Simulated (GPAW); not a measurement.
# The basis that the transmission of a carbon nanotube (4, 4); Cl on top of one C, which is raised by 0.35 Å needs, part 2 of 4

How well does a carbon nanotube (4, 4); Cl on top of one C, which is raised by 0.35 Å conduct at low bias, and how far do basis and functional move the answer?

GPAW 26.7.0; GPAW LCAO, PAW setups; Landauer transmission from Green's functions with principal layers (ASE), zero bias.

So far, conductance (G₀): step 2 (GPAW, szp) 1.37.

## Step 3: Minimal basis, basis sz(dzp)

One function for each valence shell of the setup, as for a first survey of a large system.

The input, run.py:

```python
import json
import numpy as np
from ase import Atoms
from ase.transport.calculators import TransportCalculator
from gpaw import GPAW, FermiDirac
from gpaw.lcao.tools import get_lcao_hamiltonian
from scipy.linalg import eigh

# The junction with lead layers at both ends, along the third cell vector
device = Atoms(
    ['C', 'C', 'C', 'C', 'C', 'C', 'C', 'C', 'C', 'C', 'C', 'C', 'C', 'C', 'C', 'C', 'C', 'C', 'C', 'C', 'C', 'C', 'C', 'C', 'C', 'C', 'C', 'C', 'C', 'C', 'C', 'C', 'C', 'C', 'C', 'C', 'C', 'C', 'C', 'C', 'C', 'C', 'C', 'C', 'C', 'C', 'C', 'C', 'C', 'C', 'C', 'C', 'C', 'C', 'C', 'C', 'C', 'C', 'C', 'C', 'C', 'C', 'C', 'C', 'C', 'C', 'C', 'C', 'C', 'C', 'C', 'C', 'C', 'C', 'C', 'C', 'C', 'C', 'C', 'C', 'C', 'C', 'C', 'C', 'C', 'C', 'C', 'C', 'C', 'C', 'C', 'C', 'C', 'Cl', 'C', 'C', 'C', 'C', 'C', 'C', 'C', 'C', 'C', 'C', 'C', 'C', 'C', 'C', 'C', 'C', 'C', 'C', 'C', 'C', 'C', 'C', 'C', 'C', 'C', 'C', 'C', 'C', 'C', 'C', 'C', 'C', 'C', 'C', 'C', 'C', 'C', 'C', 'C', 'C', 'C', 'C', 'C', 'C', 'C', 'C', 'C', 'C', 'C', 'C', 'C', 'C', 'C', 'C', 'C', 'C', 'C', 'C', 'C', 'C', 'C', 'C', 'C', 'C', 'C', 'C', 'C', 'C', 'C', 'C', 'C', 'C', 'C', 'C', 'C', 'C', 'C', 'C', 'C', 'C', 'C', 'C', 'C', 'C', 'C', 'C', 'C', 'C', 'C', 'C', 'C', 'C', 'C', 'C', 'C', 'C', 'C', 'C', 'C'],
    positions=[
        [4.00000, 6.71200, 0.61488],
        [4.36334, 5.35600, 0.61488],
        [5.35600, 9.06066, 0.61488],
        [6.71200, 9.42400, 0.61488],
        [6.71200, 4.00000, 0.61488],
        [8.06800, 4.36334, 0.61488],
        [9.06066, 8.06800, 0.61488],
        [9.42400, 6.71200, 0.61488],
        [4.09241, 7.41392, 1.84463],
        [4.79433, 8.62967, 1.84463],
        [4.79433, 4.79433, 1.84463],
        [6.01008, 4.09241, 1.84463],
        [7.41392, 9.33159, 1.84463],
        [8.62967, 8.62967, 1.84463],
        [8.62967, 4.79433, 1.84463],
        [9.33159, 6.01008, 1.84463],
        [4.00000, 6.71200, 3.07439],
        [4.36334, 5.35600, 3.07439],
        [5.35600, 9.06066, 3.07439],
        [6.71200, 9.42400, 3.07439],
        [6.71200, 4.00000, 3.07439],
        [8.06800, 4.36334, 3.07439],
        [9.06066, 8.06800, 3.07439],
        [9.42400, 6.71200, 3.07439],
        [4.09241, 7.41392, 4.30415],
        [4.79433, 8.62967, 4.30415],
        [4.79433, 4.79433, 4.30415],
        [6.01008, 4.09241, 4.30415],
        [7.41392, 9.33159, 4.30415],
        [8.62967, 8.62967, 4.30415],
[... 157 atom lines left out ...]
        [4.79433, 4.79433, 28.89927],
        [6.01008, 4.09241, 28.89927],
        [7.41392, 9.33159, 28.89927],
        [8.62967, 8.62967, 28.89927],
        [8.62967, 4.79433, 28.89927],
        [9.33159, 6.01008, 28.89927]],
    cell=[[13.424, 0.0, 0.0], [0.0, 13.424, 0.0], [0.0, 0.0, 29.51415]],
    pbc=True,
    magmoms=[0.0, 0.0, 0.0, 0.0, 0.0, 0.0, 0.0, 0.0, 0.0, 0.0, 0.0, 0.0, 0.0, 0.0, 0.0, 0.0, 0.0, 0.0, 0.0, 0.0, 0.0, 0.0, 0.0, 0.0, 0.0, 0.0, 0.0, 0.0, 0.0, 0.0, 0.0, 0.0, 0.0, 0.0, 0.0, 0.0, 0.0, 0.0, 0.0, 0.0, 0.0, 0.0, 0.0, 0.0, 0.0, 0.0, 0.0, 0.0, 0.0, 0.0, 0.0, 0.0, 0.0, 0.0, 0.0, 0.0, 0.0, 0.0, 0.0, 0.0, 0.0, 0.0, 0.0, 0.0, 0.0, 0.0, 0.0, 0.0, 0.0, 0.0, 0.0, 0.0, 0.0, 0.0, 0.0, 0.0, 0.0, 0.0, 0.0, 0.0, 0.0, 0.0, 0.0, 0.0, 0.0, 0.0, 0.5, 0.0, 0.0, 0.0, 0.0, 0.0, 0.0, 0.0, 0.0, 0.0, 0.0, 0.0, 0.0, 0.0, 0.5, 0.0, 0.0, 0.0, 0.0, 0.0, 0.0, 0.0, 0.0, 0.0, 0.0, 0.0, 0.5, 0.0, 0.0, 0.0, 0.0, 0.0, 0.0, 0.0, 0.0, 0.0, 0.0, 0.0, 0.0, 0.0, 0.0, 0.0, 0.0, 0.0, 0.0, 0.0, 0.0, 0.0, 0.0, 0.0, 0.0, 0.0, 0.0, 0.0, 0.0, 0.0, 0.0, 0.0, 0.0, 0.0, 0.0, 0.0, 0.0, 0.0, 0.0, 0.0, 0.0, 0.0, 0.0, 0.0, 0.0, 0.0, 0.0, 0.0, 0.0, 0.0, 0.0, 0.0, 0.0, 0.0, 0.0, 0.0, 0.0, 0.0, 0.0, 0.0, 0.0, 0.0, 0.0, 0.0, 0.0, 0.0, 0.0, 0.0, 0.0, 0.0, 0.0, 0.0, 0.0, 0.0, 0.0, 0.0, 0.0, 0.0, 0.0, 0.0, 0.0])

# One principal layer of the lead: the first 48 atoms of the device
lead = Atoms(
    ['C', 'C', 'C', 'C', 'C', 'C', 'C', 'C', 'C', 'C', 'C', 'C', 'C', 'C', 'C', 'C', 'C', 'C', 'C', 'C', 'C', 'C', 'C', 'C', 'C', 'C', 'C', 'C', 'C', 'C', 'C', 'C', 'C', 'C', 'C', 'C', 'C', 'C', 'C', 'C', 'C', 'C', 'C', 'C', 'C', 'C', 'C', 'C'],
    positions=[
        [4.00000, 6.71200, 0.61488],
        [4.36334, 5.35600, 0.61488],
        [5.35600, 9.06066, 0.61488],
        [6.71200, 9.42400, 0.61488],
        [6.71200, 4.00000, 0.61488],
        [8.06800, 4.36334, 0.61488],
        [9.06066, 8.06800, 0.61488],
        [9.42400, 6.71200, 0.61488],
        [4.09241, 7.41392, 1.84463],
        [4.79433, 8.62967, 1.84463],
        [4.79433, 4.79433, 1.84463],
        [6.01008, 4.09241, 1.84463],
        [7.41392, 9.33159, 1.84463],
        [8.62967, 8.62967, 1.84463],
        [8.62967, 4.79433, 1.84463],
        [9.33159, 6.01008, 1.84463],
        [4.00000, 6.71200, 3.07439],
        [4.36334, 5.35600, 3.07439],
        [5.35600, 9.06066, 3.07439],
        [6.71200, 9.42400, 3.07439],
        [6.71200, 4.00000, 3.07439],
        [8.06800, 4.36334, 3.07439],
        [9.06066, 8.06800, 3.07439],
        [9.42400, 6.71200, 3.07439],
        [4.09241, 7.41392, 4.30415],
        [4.79433, 8.62967, 4.30415],
        [4.79433, 4.79433, 4.30415],
        [6.01008, 4.09241, 4.30415],
        [7.41392, 9.33159, 4.30415],
        [8.62967, 8.62967, 4.30415],
        [8.62967, 4.79433, 4.30415],
        [9.33159, 6.01008, 4.30415],
        [4.00000, 6.71200, 5.53390],
        [4.36334, 5.35600, 5.53390],
        [5.35600, 9.06066, 5.53390],
        [6.71200, 9.42400, 5.53390],
        [6.71200, 4.00000, 5.53390],
        [8.06800, 4.36334, 5.53390],
        [9.06066, 8.06800, 5.53390],
        [9.42400, 6.71200, 5.53390],
        [4.09241, 7.41392, 6.76366],
        [4.79433, 8.62967, 6.76366],
        [4.79433, 4.79433, 6.76366],
        [6.01008, 4.09241, 6.76366],
        [7.41392, 9.33159, 6.76366],
        [8.62967, 8.62967, 6.76366],
        [8.62967, 4.79433, 6.76366],
        [9.33159, 6.01008, 6.76366]],
    cell=[[13.424, 0.0, 0.0], [0.0, 13.424, 0.0], [0.0, 0.0, 7.37854]],
    pbc=True,
    magmoms=[0.0, 0.0, 0.0, 0.0, 0.0, 0.0, 0.0, 0.0, 0.0, 0.0, 0.0, 0.0, 0.0, 0.0, 0.0, 0.0, 0.0, 0.0, 0.0, 0.0, 0.0, 0.0, 0.0, 0.0, 0.0, 0.0, 0.0, 0.0, 0.0, 0.0, 0.0, 0.0, 0.0, 0.0, 0.0, 0.0, 0.0, 0.0, 0.0, 0.0, 0.0, 0.0, 0.0, 0.0, 0.0, 0.0, 0.0, 0.0])

settings = dict(mode='lcao', basis='sz(dzp)', xc='PBE', h=0.2,
                occupations=FermiDirac(0.1), maxiter=250,
                mixer=dict(beta=0.05, nmaxold=8, weight=100.0),
                convergence=dict(density=0.0001))
energies = np.arange(-2, 2 + 1e-9, 0.05)
eta = 0.0001
n1, n2 = 1, 1
# k and -k transmit alike, so half of the mesh across the current serves
mesh = [(i, j) for i in range(n1) for j in range(n2) if (i, j) <= (-i % n1, -j % n2)]
weights = np.array([1 if (i, j) == (-i % n1, -j % n2) else 2 for i, j in mesh]) / (n1 * n2)


def ground_state(atoms, size, txt):
    atoms.calc = GPAW(kpts={'size': size, 'gamma': True}, symmetry={'tolerance': 1e-3}, txt=txt, **settings)
    atoms.get_potential_energy()
    return atoms.calc.get_fermi_level()


def blocks(atoms, fermi, points, nz, cells):
    """H - E_F S and S between cell 0 and the cells above it, at each point across the current."""
    kz = np.arange(nz) / nz
    calc = atoms.calc.fixed_density(kpts=[(*k, z) for k in points for z in kz], symmetry='off', txt=None)
    H, S = get_lcao_hamiltonian(calc)
    H = (H - fermi * S).reshape(len(H), len(points), nz, *S.shape[1:])
    S = S.reshape(H.shape[1:])
    phases = [np.exp(-2j * np.pi * kz * R) / nz for R in cells]
    return [(np.einsum('skzij,z->ksij', H, p), np.einsum('kzij,z->kij', S, p)) for p in phases]


def pair(a, b):
    return np.block([[a, b], [b.T.conj(), a]])


def count_channels(h, s, cells, nk=240):
    """Half the number of times that the lead's bands cross each energy, unfolded to its shortest repeat."""
    b = len(h) // cells
    bands = []
    for k in (np.arange(nk + 1) + 0.5) / nk:
        hk, sk = h[:b, :b].copy(), s[:b, :b].copy()
        for R in range(1, cells):
            phase, block = np.exp(2j * np.pi * k * R), slice(R * b, (R + 1) * b)
            hk += h[:b, block] * phase + (h[:b, block] * phase).T.conj()
            sk += s[:b, block] * phase + (s[:b, block] * phase).T.conj()
        w, u = eigh(sk)
        x = u[:, w > 1e-5] / w[w > 1e-5]**0.5  # drop near-dependent combinations
        bands.append(np.r_[eigh(x.T.conj() @ hk @ x, eigvals_only=True), [1e9] * (w <= 1e-5).sum()])
    below = np.array(bands)[:, :, None] < energies
    return (below[1:] != below[:-1]).sum((0, 1)) / 2


fermi_lead = ground_state(lead, (1, 1, 15), 'lead.txt')
fermi_device = ground_state(device, (1, 1, 3), 'device.txt')
T, channels, eigen, tail, misfit, shifts = [], [], [], 0.0, 0.0, []
for first in range(0, len(mesh), 1):
    points = [(i / n1, j / n2) for i, j in mesh[first:first + 1]]
    (H0k, S0k), (H1k, S1k), (H2k, _) = blocks(lead, fermi_lead, points, 5, range(3))
    [(Hk, Sk)] = blocks(device, fermi_device, points, 2, [0])
    tail = max(tail, abs(H2k).max())
    for H0, S0, H1, S1, H, S in zip(H0k, S0k, H1k, S1k, Hk, Sk):
        n = len(S0)
        # Shift the lead onto the potential of the device's first layer
        shift = ((H[:, 0, 0] - H0[:, 0, 0]) / S0[0, 0]).real.mean()
        shifts.append(shift)
        misfit = max(misfit, abs(H[:, :n, :n] - H0 - shift * S0).max())
        Tk, Ck, Ek = [], [], []
        for s in range(len(H)):
            t = s % len(H0)  # a lead without moments serves both spins
            h1, s1 = pair(H0[t] + shift * S0, H1[t] + shift * S1), pair(S0, S1)
            leads = dict(h1=h1, s1=s1, energies=energies, eta=eta, eta1=eta, eta2=eta)
            calc = TransportCalculator(h=H[s], s=S, eigenchannels=3, **leads)
            Tk.append(calc.get_transmission())
            Ek.append(np.sort(calc.eigenchannels_ne, axis=0)[::-1])
            Ck.append(count_channels(h1, s1, 6))
        T.append(Tk)
        channels.append(Ck)
        eigen.append(Ek)
T, channels = np.array(T), np.array(channels)
mean, open_channels = np.einsum('kse,k->se', T, weights), np.einsum('kse,k->se', channels, weights)

print(f'basis functions: device {len(S)}, principal layer {n}')
print(f'Fermi level: lead {fermi_lead:.4f} eV, device {fermi_device:.4f} eV; lead shifted by {np.mean(shifts):.4f} eV')
print(f'largest coupling past the next layer {tail:.2e} eV, largest misfit of the first layer {misfit:.3f} eV')
print('  E-E_F (eV)   ' + 'T up        T down      channels up  channels down')
for e, t, c in zip(energies, mean.T, open_channels.T):
    print(f'{e:10.3f}  ', *[f'{x:11.4e}' for x in t], *[f'{x:9.4f}' for x in c])

kT = 8.617333e-5 * 200
fine = np.linspace(energies[0], energies[-1], 4001)
both = np.exp(np.interp(fine, energies, np.log(np.maximum(mean.sum(0) * 2 / len(mean), 1e-30))))
fermi = lambda mu: 1 / (1 + np.exp(np.clip((fine - mu) / kT, -200, 200)))
slope = fermi(0) * (1 - fermi(0)) / kT
G = np.trapezoid(both * slope, fine) / 2
seebeck = -np.trapezoid(both * slope * fine, fine) / (2 * G * 200) * 1e6
print(f'conductance at 200 K: {G:.5g} G0 a cell; thermopower {seebeck:.4g} uV/K')
bias = [0.1, 0.2, 0.5, 1.0, 1.5, 2.0]
current = [38.74 * np.trapezoid(both * (fermi(V / 2) - fermi(-V / 2)), fine) for V in bias]
for V, I in zip(bias, current):
    print(f'current from the zero-bias T(E) at {V} V: {I:.5g} uA')
zero = abs(energies).argmin()
json.dump(dict(energies=energies.tolist(), T=mean.tolist(), channels=open_channels.tolist(), G=G, seebeck=seebeck,
               bias=bias, current=current, tail=tail, misfit=misfit, shift=np.mean(shifts), n_device=len(S), n_lead=n,
               fermi=[fermi_lead, fermi_device], energy=device.get_potential_energy(),
               moments=device.get_magnetic_moments().tolist(), mesh=mesh, weights=weights.tolist(),
               T_k=T[:, :, zero].tolist(), eigen=np.array(eigen[0]).tolist()), open('result.json', 'w'))
```

Launch:

```bash
$ OMP_NUM_THREADS=1 OPENBLAS_NUM_THREADS=1 python run.py
```

What it wrote:

```text
basis functions: device 772, principal layer 192
Fermi level: lead -3.4172 eV, device -3.3887 eV; lead shifted by 0.0010 eV
largest coupling past the next layer 4.71e-15 eV, largest misfit of the first layer 0.022 eV
  E-E_F (eV)   T up        T down      [channel counts left out]
    -2.000    3.9580e+00  3.9579e+00
    -1.950    3.9340e+00  3.9340e+00
    -1.900    3.8896e+00  3.8895e+00
    -1.850    3.7496e+00  3.7493e+00
    -1.800    2.5669e+00  2.5649e+00
    -1.750    1.1372e+00  1.1386e+00
    -1.700    1.7783e+00  1.7791e+00
    -1.650    1.8013e+00  1.7999e+00
    -1.600    1.7636e+00  1.7618e+00
    -1.550    1.7387e+00  1.7370e+00
    -1.500    1.7218e+00  1.7202e+00
    -1.450    1.7086e+00  1.7072e+00
    -1.400    1.6971e+00  1.6958e+00
    -1.350    1.6865e+00  1.6852e+00
    -1.300    1.6763e+00  1.6751e+00
    -1.250    1.6663e+00  1.6652e+00
[...]
1.650    6.5870e+00  6.5887e+00
     1.700    6.3001e+00  6.3005e+00
     1.750    6.3575e+00  6.3617e+00
     1.800    6.3166e+00  6.3162e+00
     1.850    5.9908e+00  5.9907e+00
     1.900    5.9009e+00  5.9015e+00
     1.950    5.8833e+00  5.8842e+00
     2.000    5.8858e+00  5.8867e+00
conductance at 200 K: 1.2484 G0 a cell; thermopower -4.702 uV/K
current from the zero-bias T(E) at 0.1 V: 9.6711 uA
current from the zero-bias T(E) at 0.2 V: 19.347 uA
current from the zero-bias T(E) at 0.5 V: 48.63 uA
current from the zero-bias T(E) at 1.0 V: 99.631 uA
current from the zero-bias T(E) at 1.5 V: 153.51 uA
current from the zero-bias T(E) at 2.0 V: 217.67 uA
```

The job ended after 11 min (1 thread of Arm Neoverse V1, shared host; peak memory 2.8 GiB).

Numbers from this step:

| Item | Value |
| --- | --- |
| conductance | 1.248 G₀ |
| thermopower | -4.702 μV/K |
| largest coupling past the next principal layer | 4.71e-15 eV |
| largest misfit of the first principal layer | 0.02220 eV |
| shift that aligns the lead | 9.88e-4 eV |
| basis functions of the junction | 772 |
| basis functions of a principal layer | 192 |
| transmission at the Fermi level, spin up | 1.249 |
| transmission at the Fermi level, spin down | 1.251 |

Each spin. The transmission, zone mean by energy, zero at the Fermi level:

```
energy (eV)  T, spin up  T, spin down
    -2.0000        3.96          3.96
    -1.7500        1.14          1.14
    -1.6500        1.80          1.80
    -1.5000        1.72          1.72
    -1.2500        1.67          1.67
    -1.0000        1.63          1.63
    -0.7500        1.04          1.04
    -0.5000        1.01          1.01
    -0.2500        1.01          1.02
     0.0000        1.25          1.25
     0.2500        1.53          1.53
     0.5000        1.72          1.72
     0.7500        1.82          1.82
     1.0000        1.88          1.88
     1.2500        1.92          1.92
     1.5000        6.29          6.29
     1.6500        6.59          6.59
     1.7500        6.36          6.36
     2.0000        5.89          5.89
```

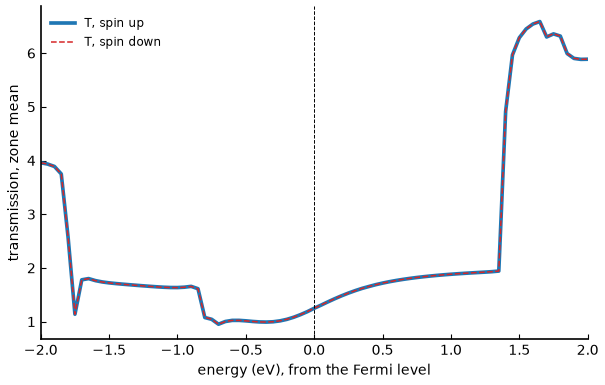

Transmission, zone mean, plotted against energy.

Not self-consistent under bias; the bias window is split evenly. The current through one cell, from the zero-bias transmission by bias:

```
bias (V)  current through one cell, from the zero-bias transmission (μA)
   0.100                                                            9.67
   0.200                                                            19.3
   0.500                                                            48.6
   1.000                                                            99.6
   1.500                                                             154
   2.000                                                             218
```

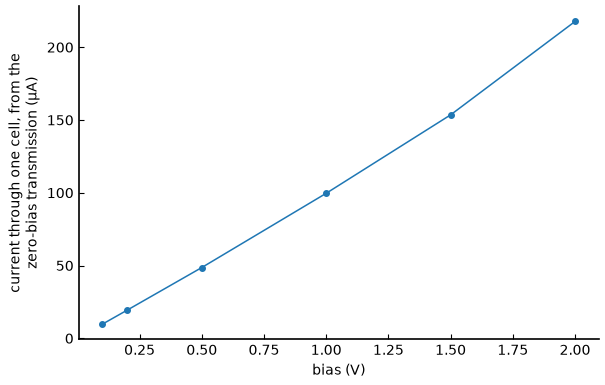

Current through one cell, from the zero-bias transmission against bias.

The transmission of the three most open eigenchannels by energy, zero at the Fermi level:

```
energy (eV)  channel 1 up  channel 2 up  channel 3 up  channel 1 down  channel 2 down  channel 3 down
     -2.000         0.999         0.992         0.985           0.999           0.992           0.985
     -1.500         0.994         0.728       5.0e-12           0.994           0.726         5.0e-12
     -1.000         0.998         0.637             0           0.998           0.635               0
     -0.500         0.987        0.0274             0           0.987          0.0266               0
      0.000         0.995         0.254             0           0.995           0.256               0
      0.500         0.996         0.721             0           0.996           0.721               0
      1.000         0.998         0.885       1.5e-12           0.998           0.885         1.5e-12
      1.500         0.998         0.994         0.986           0.998           0.994           0.986
      2.000         0.998         0.998         0.998           0.998           0.998           0.998
```

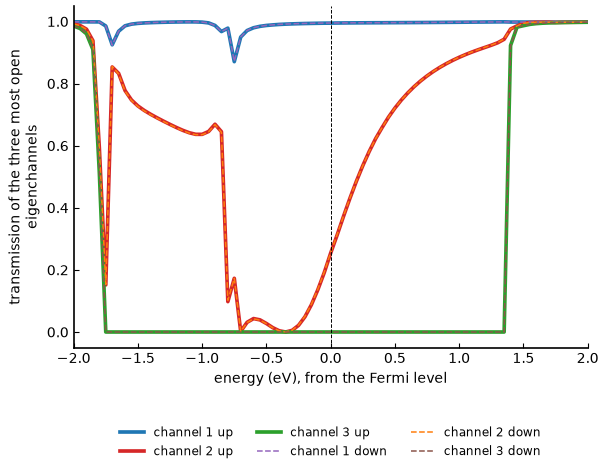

Transmission of the three most open eigenchannels, plotted against energy.

At the Fermi level the transmission is 1.25 (T, spin up) and 1.25 (T, spin down). The current reaches 218 μA at 2 V, close to what the ratio of current to bias at 0.1 V would give.

## Step 4: RPBE in the szp basis: xc = "RPBE"

Back in the szp basis, the functional changes from PBE to RPBE, to set the spread between functionals beside that between bases.

Edit run.py of step 3 so:

```diff
@@ -109,3 +109,3 @@
 
-settings = dict(mode='lcao', basis='sz(dzp)', xc='PBE', h=0.2,
+settings = dict(mode='lcao', basis='szp(dzp)', xc='RPBE', h=0.2,
                 occupations=FermiDirac(0.1), maxiter=250,
```

What it wrote:

```text
basis functions: device 1737, principal layer 432
Fermi level: lead -2.4545 eV, device -2.4563 eV; lead shifted by 0.0084 eV
largest coupling past the next layer 6.01e-15 eV, largest misfit of the first layer 0.032 eV
  E-E_F (eV)   T up        T down      [channel counts left out]
    -2.000    3.9778e+00  3.9777e+00
    -1.950    3.9484e+00  3.9483e+00
    -1.900    3.9091e+00  3.9091e+00
[...]
1.950    5.9118e+00  5.9125e+00
     2.000    5.9281e+00  5.9288e+00
conductance at 200 K: 1.3753 G0 a cell; thermopower -4.549 uV/K
current from the zero-bias T(E) at 0.1 V: 10.654 uA
current from the zero-bias T(E) at 0.2 V: 21.292 uA
current from the zero-bias T(E) at 0.5 V: 53.033 uA
current from the zero-bias T(E) at 1.0 V: 106.27 uA
current from the zero-bias T(E) at 1.5 V: 162.63 uA
current from the zero-bias T(E) at 2.0 V: 225.77 uA
```

Wall time 78 min (1 thread); peak memory 4.3 GiB.

Numbers from this step:

```yaml
conductance: 1.375 G₀
thermopower: -4.549 μV/K
largest_coupling_past_the_next_principal_layer: 6.01e-15 eV
largest_misfit_of_the_first_principal_layer: 0.03173 eV
shift_that_aligns_the_lead: 0.008437 eV
basis_functions_of_the_junction: 1737
basis_functions_of_a_principal_layer: 432
transmission_at_the_fermi_level_spin_up: 1.375
transmission_at_the_fermi_level_spin_down: 1.377
```

Each spin. Table of transmission, zone mean by energy, zero at the Fermi level:

```
energy (eV)  T, spin up  T, spin down
    -2.0000        3.98          3.98
    -1.7500       0.993         0.993
    -1.5000        1.61          1.61
    -1.3500        1.67          1.67
    -1.2500       0.711         0.713
    -1.0000        1.23          1.23
    -0.7500        1.13          1.13
    -0.5000        1.00          1.00
    -0.2500        1.07          1.08
     0.0000        1.38          1.38
     0.2500        1.65          1.65
     0.5000        1.80          1.80
     0.7500        1.89          1.89
     1.0000        3.04          3.04
     1.2500        6.02          6.02
     1.5000        6.70          6.70
     1.5500        6.74          6.74
     1.7500        5.99          5.99
     2.0000        5.93          5.93
```

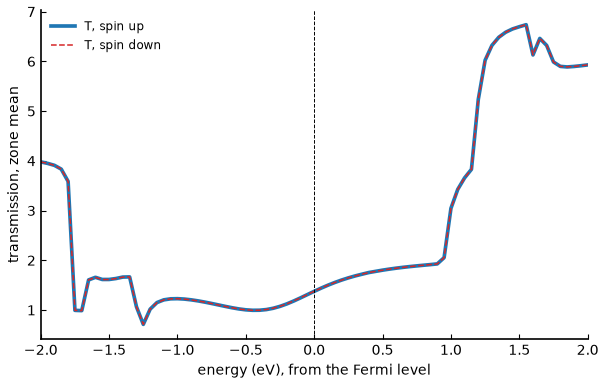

Transmission, zone mean, plotted against energy.

The conductance, 1.38 G₀, lies 0.3 % above that of the szp run.

(Continued in part 3 of 4.)

[Logs are printed without paths, hosts, clocks, repeated set-up lines and the standing remarks that a program may print on its own settings, such as how far it seeks lower states.]

[Hosts, paths, dates, database ids (printed as entryN), source tags and the programs' standing remarks are cut or masked in the printed files.]
